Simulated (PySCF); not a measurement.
## NMR shielding calculation, with input and output: BP2H5F2

System: BP2H5F2, SMILES [BH3-][P+](F)(F)P.
Method: GIAO LC-wPBE/STO-3G NMR shielding, non-relativistic, gas phase (PySCF 2.14.0).

Some settings of this run were made unusual or wrong on purpose. The geometry comes from this level: GFN2-xTB. Figures and captions count atoms from 1; the log counts them from 0 in places.

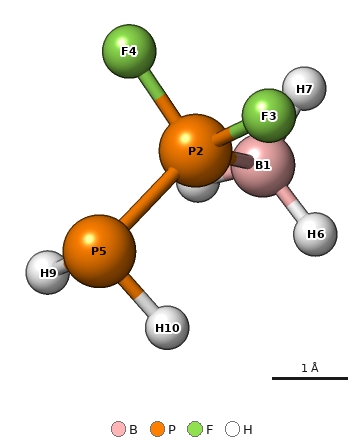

The structure (ball-and-stick view, seen at a tilt; atoms are numbered from 1 in the order of the input).

Input:
```
{"job": {"kind": "nmr", "xc": "LC-wPBE", "basis": "STO-3G", "pop": false, "scf": {"conv": 0.001, "max_cycle": 59}}, "charge": 0, "multiplicity": 1}
B     -1.346181     0.706715    -0.305104
P      0.055113    -0.322596     0.520649
F      0.331324     0.126729     2.042367
F     -0.426391    -1.803629     0.931611
P      2.112583    -0.774373    -0.102813
H     -0.876472     1.789665    -0.410268
H     -2.245750     0.622681     0.457110
H     -1.518796     0.168845    -1.346756
H      1.635412    -1.081008    -1.378864
H      2.288040     0.571626    -0.430460
```

The first line tells a small driver script what to run in PySCF; the rest is the geometry in Å.

Hardware: 1 CPU thread, shared host.

Run as:
```bash
OMP_NUM_THREADS=1 python <driver script> task.json out
```

The program's output:
```
final grid: 85128 points
cycle   1  E = -898.7451146951  dE =  2.065e-01  |g| = 5.834e-01  |ddm| = 3.609e+00
cycle   2  E = -898.8621013401  dE = -1.170e-01  |g| = 3.534e-01  |ddm| = 1.569e+00
cycle   3  E = -898.9054232054  dE = -4.332e-02  |g| = 2.201e-02  |ddm| = 5.248e-01
cycle   4  E = -898.9057445956  dE = -3.214e-04  |g| = 6.045e-03  |ddm| = 5.762e-02
converged SCF energy = -898.9057445956

GIAO shielding tensors (ppm)
atom      isotropic    diamagn.    paramagn.     s11        s22        s33       span
  0 B      161.378     196.927     -35.549    151.355    153.105    179.676     28.321
  1 P      413.571     954.357    -540.786    342.815    412.230    485.669    142.854
  2 F      434.833     456.899     -22.065    309.060    411.368    584.072    275.012
  3 F      434.794     456.901     -22.107    309.150    411.322    583.910    274.759
  4 P      710.567     954.997    -244.430    679.328    700.760    751.612     72.284
  5 H       32.713      32.959      -0.247     28.659     31.443     38.035      9.376
  6 H       32.398      31.999       0.398     27.845     30.919     38.429     10.584
  7 H       32.713      32.955      -0.241     28.666     31.444     38.030      9.364
  8 H       31.865      32.850      -0.985     26.066     30.076     39.454     13.389
  9 H       31.866      32.850      -0.984     26.068     30.067     39.463     13.394
```

Outcome:

- outcome: converged
- total energy: −898.905745 hartree
- HOMO: −8.03 eV
- LUMO: 4.89 eV
- dipole moment: 4.55 D
- isotropic shielding, B: 161.4 ppm
- isotropic shielding, P: 413.6 to 710.6 ppm
- isotropic shielding, F: 434.8 ppm
- isotropic shielding, H: 31.9 to 32.7 ppm
- wall time: 2.3 s
- peak memory: 0.31 GiB

Diagnosis:

Some settings of this run were drawn to be unusual or wrong. It converged; results that depend on the unusual settings are not reference values.
